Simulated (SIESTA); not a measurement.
Band structure of TlCl (Pm-3m, 2 atoms in the cell).

```yaml
crystal:
  lattice:
    - [3.84000, 0.00000, 0.00000]
    - [0.00000, 3.84000, 0.00000]
    - [0.00000, 0.00000, 3.84000]
  atoms:
    - { symbol: Tl, position: [0.00000, 0.00000, 0.00000] }
    - { symbol: Cl, position: [0.50000, 0.50000, 0.50000] }
```

Method: GGA PBE, numerical atomic orbitals DZP, PseudoDojo PBE standard norm-conserving potentials (rewritten from UPF to PSML) run with SIESTA 5.4.2.

Settings: XC.functional = GGA; XC.authors = PBE; potentials = PseudoDojo PBE standard; PAO.BasisSize = DZP; PAO.EnergyShift = 0.01 Ry; MeshCutoff = 300 Ry; kgrid.MonkhorstPack = 7 7 7; OccupationFunction = FD; ElectronicTemperature = 20 meV; MaxSCFIterations = 150; SCF.Mixer.Method = Broyden; SCF.Mixer.Weight = 0.2; SCF.Mixer.History = 8; SCF.DM.Tolerance = 1.0E-04.

The starting cell has typed, rounded lattice constants, without a prior relaxation at this level. Spin-orbit coupling is off. Values carry the incompleteness of an atom-centred basis.

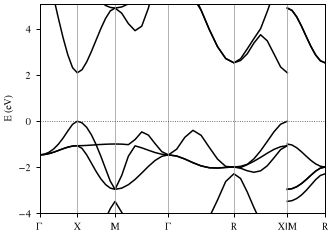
*Bands along the path, energies from the top of the valence band on the path.*

Q: Read off roughly the gap and where its edges lie.

A: The gap along the path is about 2.1 eV (computed: 2.10 eV), direct at X to within 0.01 eV.

Levels in eV from the top of the valence band on the path, bands 7 to 11:
```
point      7      8      9     10    11
-----  -----  -----  -----  -----  ----
Γ      -4.63  -1.46  -1.46  -1.46  7.76
X      -5.50  -1.06  -1.06   0.00  2.10
M      -3.47  -2.95  -2.95  -0.99  4.91
R      -2.28  -1.99  -1.99  -1.99  2.53
```

Higher empty bands are left out: an atom-centred basis made for the valence describes them poorly.
